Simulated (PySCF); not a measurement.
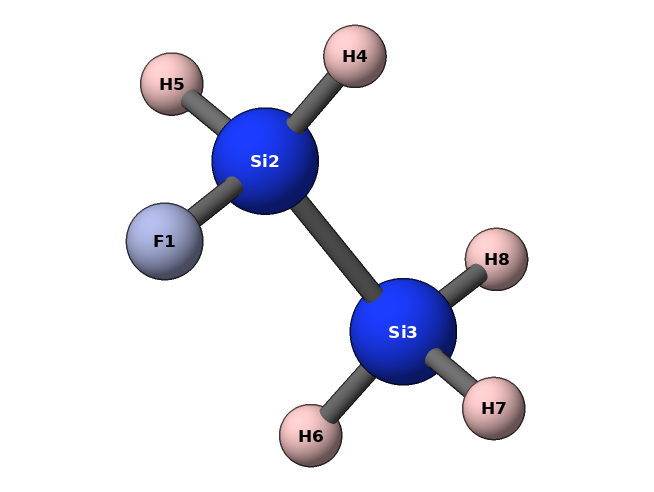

The questions are on isotropic NMR shieldings of the Si atoms. The geometry was computed by an optimisation with PBE0-D3(BJ)/def2-SVP. No frequency run is at hand to confirm it as a minimum. Properties computed with GIAO LC-wPBE/pcSseg-2 NMR shielding, non-relativistic, gas phase (PySCF 2.14.0).

Give the isotropic NMR shieldings of the Si atoms atom by atom.

| atom | σ (ppm) |
| --- | --- |
| Si2 | 338.7 |
| Si3 | 457.2 |
